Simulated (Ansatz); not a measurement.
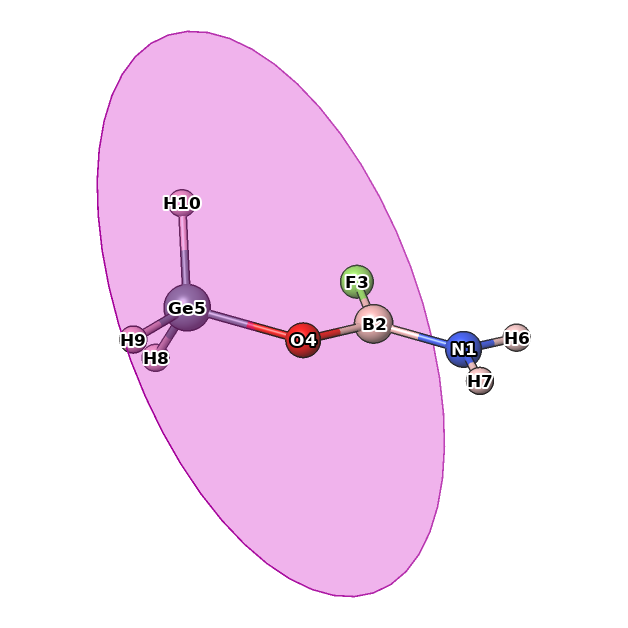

A disc through the centre of mass is drawn in. Depth is shown by fading: the farther an atom, the more it takes the colour of the background. The computed structure is the end point of a PBE-D4/def2-SVP optimisation. No frequency run is at hand to confirm it as a minimum.

Question: Is the plane of the disc a mirror plane of the structure?

Answer: No. The point group is Cs, with 1 mirror plane, and this plane isn't one of its mirror planes.
